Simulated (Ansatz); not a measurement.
# Geometry relaxation of BSi₂NH₈ (part 2 of 2)

The same run, continued: BSi₂NH₈, SMILES BN[SiH2][SiH3]; RKS PBE0-D4/def2-TZVP (Ansatz 0.2.0). The geometry: PBE-D4/def2-SVP start.

Geometry of the input (Å):
```
B  -0.2661  2.3195  0.3456
N  -0.3765  0.9827  0.7784
Si -0.8295  -0.4323  -0.2057
Si 1.0306  -1.8599  -0.4437
H  -0.5256  2.5883  -0.8138
H  0.0904  3.1759  1.1357
H  -0.1373  0.7908  1.7577
H  -1.9487  -1.1809  0.4739
H  -1.3029  0.0808  -1.5338
H  2.1317  -1.1575  -1.1925
H  1.5526  -2.2450  0.9170
H  0.6582  -3.1174  -1.1848
```

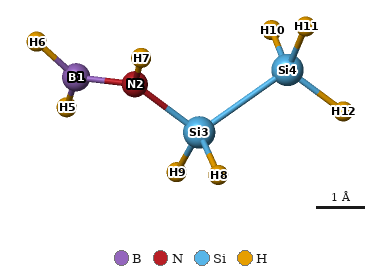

*The geometry at step 10 of the log (ball-and-stick view, seen on its broad side; atoms are numbered from 1 in the order of the input).*

Trajectory as extended XYZ, continued
```
12
Properties=species:S:1:pos:R:3:forces:R:3 step=5 energy=-18044.98736
B    -0.2723    2.3012    0.3421    0.0033   0.0047   0.0028
N    -0.3749    0.9754    0.7748   -0.0052  -0.0266  -0.0078
Si   -0.8090   -0.4172   -0.1952    0.0017   0.0139   0.0054
Si    1.0271   -1.8526   -0.4434    0.0012   0.0017   0.0021
H    -0.5280    2.5603   -0.7990   -0.0012  -0.0011  -0.0010
H     0.0688    3.1502    1.1154   -0.0035   0.0021  -0.0001
H    -0.1451    0.7926    1.7423    0.0037   0.0114   0.0040
H    -1.9190   -1.1571    0.4688   -0.0024  -0.0026  -0.0013
H    -1.2749    0.0908   -1.5085    0.0002  -0.0006  -0.0024
H     2.1192   -1.1685   -1.1864    0.0043  -0.0024  -0.0014
H     1.5421   -2.2403    0.8995    0.0033  -0.0031   0.0001
H     0.6431   -3.0897   -1.1764   -0.0054   0.0027  -0.0005
12
Properties=species:S:1:pos:R:3:forces:R:3 step=6 energy=-18044.98741
B    -0.2737    2.3019    0.3424    0.0064   0.0016   0.0009
N    -0.3749    0.9758    0.7751   -0.0023  -0.0112   0.0018
Si   -0.8079   -0.4167   -0.1947   -0.0006   0.0043  -0.0002
Si    1.0277   -1.8531   -0.4432    0.0019   0.0015   0.0026
H    -0.5292    2.5606   -0.7990   -0.0021  -0.0012   0.0013
H     0.0669    3.1513    1.1154   -0.0053   0.0004  -0.0007
H    -0.1449    0.7940    1.7429    0.0020   0.0088  -0.0014
H    -1.9185   -1.1570    0.4682    0.0008  -0.0013  -0.0018
H    -1.2734    0.0909   -1.5085    0.0016  -0.0007  -0.0001
H     2.1210   -1.1711   -1.1868    0.0005  -0.0026  -0.0003
H     1.5435   -2.2427    0.8989    0.0007  -0.0021  -0.0020
H     0.6404   -3.0890   -1.1767   -0.0036   0.0026   0.0000
12
Properties=species:S:1:pos:R:3:forces:R:3 step=7 energy=-18044.98750
B    -0.2776    2.3044    0.3430    0.0050  -0.0042  -0.0027
N    -0.3748    0.9780    0.7762    0.0047   0.0143   0.0124
Si   -0.8038   -0.4151   -0.1933   -0.0027  -0.0111  -0.0070
Si    1.0293   -1.8551   -0.4428    0.0008   0.0013   0.0019
H    -0.5337    2.5618   -0.7986   -0.0020  -0.0009   0.0022
H     0.0603    3.1552    1.1156   -0.0053  -0.0007  -0.0002
H    -0.1440    0.7991    1.7444   -0.0006  -0.0003  -0.0060
H    -1.9150   -1.1577    0.4666    0.0025   0.0025  -0.0010
H    -1.2671    0.0911   -1.5085    0.0021   0.0002   0.0027
H     2.1250   -1.1787   -1.1883   -0.0027  -0.0025   0.0015
H     1.5464   -2.2509    0.8972   -0.0019   0.0003  -0.0037
H     0.6319   -3.0871   -1.1776    0.0002   0.0012   0.0001
12
Properties=species:S:1:pos:R:3:forces:R:3 step=8 energy=-18044.98749 accepted=F
B    -0.2822    2.3066    0.3433    0.0003   0.0147  -0.0019
N    -0.3698    0.9803    0.7767    0.0052  -0.0392  -0.0113
Si   -0.7982   -0.4145   -0.1925   -0.0176   0.0257   0.0018
Si    1.0284   -1.8589   -0.4427    0.0144  -0.0056  -0.0006
H    -0.5407    2.5617   -0.7980   -0.0045   0.0024  -0.0014
H     0.0479    3.1598    1.1164    0.0036   0.0046   0.0001
H    -0.1341    0.8010    1.7433   -0.0031   0.0045   0.0105
H    -1.9119   -1.1536    0.4661   -0.0022  -0.0033   0.0023
H    -1.2592    0.0930   -1.5078   -0.0008  -0.0001  -0.0031
H     2.1258   -1.1847   -1.1868    0.0053   0.0012   0.0002
H     1.5425   -2.2580    0.8969    0.0040  -0.0039   0.0022
H     0.6286   -3.0879   -1.1808   -0.0045  -0.0010   0.0012
12
Properties=species:S:1:pos:R:3:forces:R:3 step=9 energy=-18044.98754
B    -0.2796    2.3055    0.3430   -0.0010   0.0011  -0.0004
N    -0.3722    0.9790    0.7764    0.0020  -0.0018   0.0012
Si   -0.8014   -0.4147   -0.1930   -0.0017   0.0029  -0.0003
Si    1.0294   -1.8568   -0.4426    0.0020  -0.0025  -0.0001
H    -0.5375    2.5620   -0.7982   -0.0008   0.0000   0.0002
H     0.0543    3.1576    1.1159   -0.0006   0.0007  -0.0003
H    -0.1403    0.8004    1.7442    0.0001   0.0001   0.0000
H    -1.9136   -1.1557    0.4664    0.0005   0.0001  -0.0001
H    -1.2634    0.0922   -1.5083    0.0007  -0.0002   0.0001
H     2.1262   -1.1822   -1.1876   -0.0002  -0.0003   0.0002
H     1.5456   -2.2553    0.8966   -0.0006  -0.0002   0.0000
H     0.6294   -3.0870   -1.1788   -0.0003   0.0000  -0.0004
12
Properties=species:S:1:pos:R:3:forces:R:3 step=10 energy=-18044.98756
B    -0.2841    2.3083    0.3437   -0.0003   0.0011  -0.0009
N    -0.3687    0.9812    0.7768    0.0036  -0.0023  -0.0018
Si   -0.7966   -0.4130   -0.1925   -0.0069  -0.0019  -0.0012
Si    1.0295   -1.8609   -0.4429    0.0051   0.0044   0.0012
H    -0.5445    2.5635   -0.7973   -0.0015   0.0007   0.0005
H     0.0453    3.1623    1.1165    0.0008   0.0001  -0.0004
H    -0.1349    0.8037    1.7443   -0.0003  -0.0022   0.0005
H    -1.9096   -1.1538    0.4659   -0.0016   0.0015   0.0004
H    -1.2572    0.0937   -1.5083    0.0001   0.0005   0.0002
H     2.1286   -1.1888   -1.1869    0.0019  -0.0017   0.0002
H     1.5439   -2.2628    0.8959    0.0007  -0.0017   0.0003
H     0.6252   -3.0885   -1.1812   -0.0017   0.0016   0.0009
12
Properties=species:S:1:pos:R:3:forces:R:3 step=11 energy=-18044.98757
B    -0.2856    2.3086    0.3437   -0.0011   0.0009   0.0009
N    -0.3665    0.9811    0.7762   -0.0015  -0.0011  -0.0055
Si   -0.7959   -0.4130   -0.1928    0.0015   0.0071   0.0036
Si    1.0303   -1.8608   -0.4423   -0.0022  -0.0038  -0.0022
H    -0.5484    2.5638   -0.7967   -0.0017   0.0009  -0.0005
H     0.0428    3.1630    1.1164    0.0025   0.0007   0.0000
H    -0.1311    0.8035    1.7433    0.0004  -0.0023   0.0027
H    -1.9096   -1.1522    0.4658   -0.0011  -0.0017  -0.0003
H    -1.2559    0.0945   -1.5085   -0.0006  -0.0006  -0.0013
H     2.1312   -1.1914   -1.1857    0.0010   0.0015   0.0007
H     1.5429   -2.2654    0.8963    0.0014  -0.0004   0.0015
H     0.6230   -3.0867   -1.1816    0.0013  -0.0012   0.0003
12
Properties=species:S:1:pos:R:3:forces:R:3 step=12 energy=-18044.98759
B    -0.2871    2.3095    0.3442   -0.0024   0.0017   0.0000
N    -0.3655    0.9811    0.7747    0.0019  -0.0007  -0.0010
Si   -0.7956   -0.4127   -0.1942   -0.0056   0.0035   0.0018
Si    1.0300   -1.8619   -0.4416    0.0019   0.0003   0.0001
H    -0.5572    2.5672   -0.7940    0.0010  -0.0010  -0.0005
H     0.0463    3.1623    1.1165   -0.0001  -0.0002   0.0003
H    -0.1255    0.8023    1.7405    0.0021  -0.0016   0.0003
H    -1.9104   -1.1513    0.4638    0.0006  -0.0011  -0.0004
H    -1.2556    0.0949   -1.5099    0.0017  -0.0008  -0.0008
H     2.1322   -1.1922   -1.1830   -0.0003   0.0000   0.0003
H     1.5409   -2.2659    0.8980   -0.0005  -0.0001  -0.0002
H     0.6245   -3.0884   -1.1811   -0.0003   0.0000   0.0002
12
Properties=species:S:1:pos:R:3:forces:R:3 step=13 energy=-18044.98761
B    -0.2905    2.3109    0.3449    0.0034   0.0010  -0.0019
N    -0.3627    0.9815    0.7734    0.0005  -0.0013  -0.0001
Si   -0.7945   -0.4120   -0.1953   -0.0036   0.0021   0.0022
Si    1.0297   -1.8634   -0.4408    0.0025   0.0009   0.0006
H    -0.5668    2.5700   -0.7915   -0.0009  -0.0015   0.0010
H     0.0455    3.1631    1.1168   -0.0022  -0.0003   0.0007
H    -0.1167    0.8015    1.7375    0.0010  -0.0005  -0.0010
H    -1.9102   -1.1498    0.4621    0.0002   0.0001  -0.0010
H    -1.2529    0.0958   -1.5114    0.0010  -0.0006  -0.0001
H     2.1342   -1.1948   -1.1798   -0.0006  -0.0003  -0.0001
H     1.5380   -2.2688    0.8995   -0.0008   0.0002  -0.0004
H     0.6239   -3.0891   -1.1814   -0.0005   0.0001   0.0000
12
Properties=species:S:1:pos:R:3:forces:R:3 step=14 energy=-18044.98762
B    -0.2956    2.3133    0.3458   -0.0062  -0.0005   0.0002
N    -0.3567    0.9821    0.7710    0.0031   0.0029   0.0036
Si   -0.7920   -0.4106   -0.1970    0.0019  -0.0026  -0.0002
Si    1.0294   -1.8664   -0.4393    0.0001   0.0017   0.0021
H    -0.5852    2.5747   -0.7869    0.0032  -0.0037   0.0041
H     0.0421    3.1651    1.1176    0.0013  -0.0015  -0.0009
H    -0.1004    0.8005    1.7323   -0.0015   0.0019  -0.0072
H    -1.9100   -1.1463    0.4590    0.0004   0.0018  -0.0016
H    -1.2472    0.0976   -1.5142   -0.0006   0.0003   0.0014
H     2.1380   -1.2002   -1.1745   -0.0015  -0.0009   0.0001
H     1.5326   -2.2745    0.9022   -0.0004   0.0005  -0.0016
H     0.6220   -3.0903   -1.1820    0.0003   0.0002  -0.0001
12
Properties=species:S:1:pos:R:3:forces:R:3 step=15 energy=-18044.98762
B    -0.2954    2.3129    0.3459    0.0013  -0.0011  -0.0014
N    -0.3572    0.9819    0.7714    0.0004   0.0019   0.0022
Si   -0.7922   -0.4108   -0.1968    0.0007  -0.0003   0.0007
Si    1.0295   -1.8660   -0.4394   -0.0003   0.0003   0.0005
H    -0.5824    2.5736   -0.7876   -0.0001  -0.0020   0.0033
H     0.0421    3.1648    1.1175   -0.0008  -0.0006   0.0000
H    -0.1023    0.8006    1.7330   -0.0010   0.0012  -0.0043
H    -1.9102   -1.1464    0.4591    0.0003   0.0004  -0.0009
H    -1.2478    0.0976   -1.5137    0.0001   0.0000   0.0004
H     2.1373   -1.1996   -1.1755   -0.0008  -0.0004   0.0002
H     1.5336   -2.2738    0.9018   -0.0002   0.0006  -0.0008
H     0.6221   -3.0901   -1.1817    0.0002   0.0000   0.0001
```

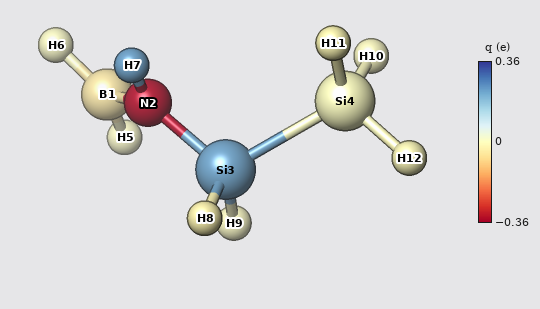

*Mulliken charges, as the colour of each atom (ball-and-stick view, seen at a tilt; atoms are numbered from 1 in the order of the input).*

By element: B −0.05, N −0.34, Si 0.00 to +0.23 and H −0.02 to +0.23 e.
